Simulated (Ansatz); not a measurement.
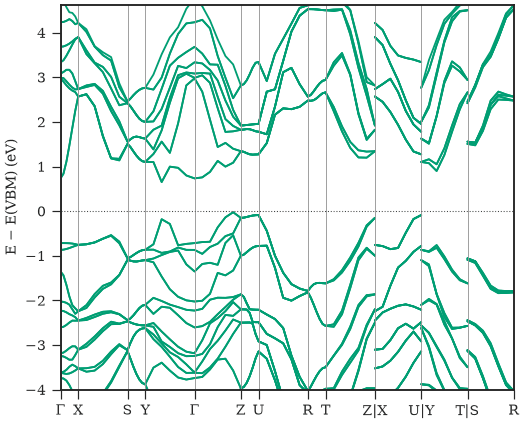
Fig. 1. Band structure from DFT-PBE+D3(BJ) with spin–orbit coupling in the program Ansatz with PAW potentials

Problem. Read off the gap and where the band edges lie.

Solution. About 0.6 eV (0.63 eV by a search for the band edges); maximum on the Γ–Z line, 88 % of the way from Γ, minimum on the Y–Γ line, 36 % of the way from Y.

The material is SnS in space group Pnma (No. 62; Sn on 4c, S on 4c).

The PBE+D3(BJ) relaxation kept the symmetry of its start.

Potentials: the later of the program's two PAW sets.
